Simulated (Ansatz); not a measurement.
C2H5ClGeS

```json
{"atom": "C", "x (Å)": "-1.1334", "y (Å)": "-0.9873", "z (Å)": "-0.1258"}
{"atom": "Ge", "x (Å)": "0.4977", "y (Å)": "-0.1547", "z (Å)": "0.5433"}
{"atom": "Cl", "x (Å)": "2.2014", "y (Å)": "-1.4765", "z (Å)": "0.1437"}
{"atom": "C", "x (Å)": "0.8431", "y (Å)": "1.5344", "z (Å)": "-0.4153"}
{"atom": "S", "x (Å)": "-0.3447", "y (Å)": "2.6112", "z (Å)": "-0.6593"}
{"atom": "H", "x (Å)": "-1.9434", "y (Å)": "-0.2432", "z (Å)": "-0.0997"}
{"atom": "H", "x (Å)": "-0.9777", "y (Å)": "-1.3175", "z (Å)": "-1.1627"}
{"atom": "H", "x (Å)": "-1.4056", "y (Å)": "-1.8532", "z (Å)": "0.4941"}
{"atom": "H", "x (Å)": "0.4785", "y (Å)": "0.1066", "z (Å)": "2.0627"}
{"atom": "H", "x (Å)": "1.8673", "y (Å)": "1.7292", "z (Å)": "-0.7781"}
```

These are results of RKS B3LYP-D4/def2-SVP in Ansatz, not measurements.

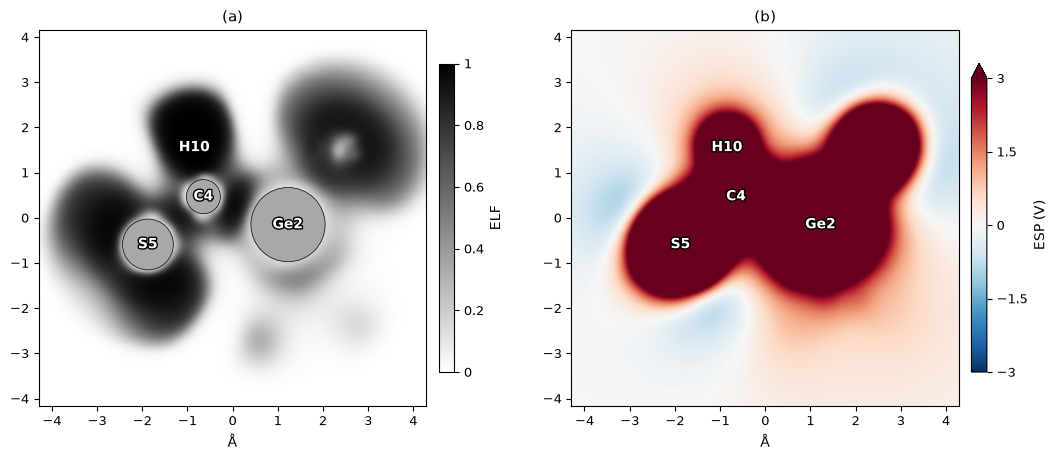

Figure 1. (a) electron localisation function; (b) molecular electrostatic potential on the plane of atoms Ge2, C4 and H10. Grey discs cover the atomic cores in the ELF map.

**What do the fields say about this system?**

The section cuts through Ge, C, S and H sites.
C–S (1.62 Å): the ELF peaks at about 0.90 between the atoms (localised, covalent bonding).
C–Ge (1.97 Å): the ELF peaks at about 0.95 in the valence shell of C, 0.7 Å from its nucleus, and is about 0.70 at the midpoint.
C–H (1.10 Å): the ELF climbs to about 1 towards the hydrogen, as it does in any bond to H: a covalent bond by its length.
The ELF also peaks beside S5 and Cl3, away from the bonds: lone-pair regions.
Outside the dense part of the molecule the potential is most negative (−0.9 V) near S5.

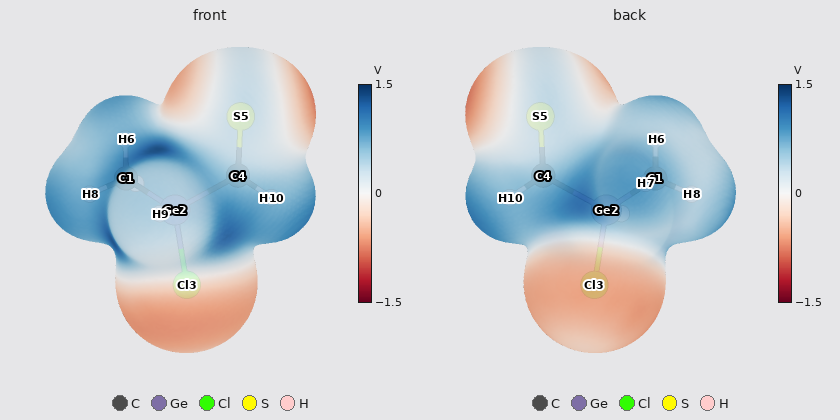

Figure 2. The electrostatic potential painted on the density surface at 0.002 e/bohr³, seen from the front and from behind; the colour scale runs from red (negative) to blue (positive).

**Where is the surface potential most negative and most positive?**

The most negative region (about −0.7 V, or −16 kcal/mol for a unit charge) lies over S5, the most positive (about +1.2 V, or +28 kcal/mol for a unit charge) over Ge2.

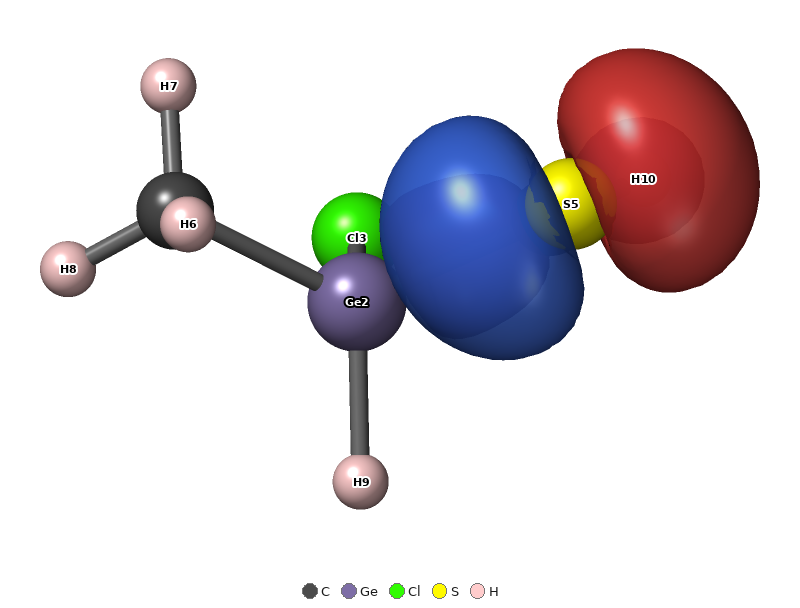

Figure 3. The HOMO at ±0.15 Å⁻³ᐟ² (blue and red are the two phases), seen from one side.

**Where does this orbital lie, and at what energy?**

By Hirshfeld shares it lies mainly on S5 (about 75 %), C4 (about 10 %) and Ge2 (about 5 %); largely a lone pair of S5. Its energy is −6.30 eV.
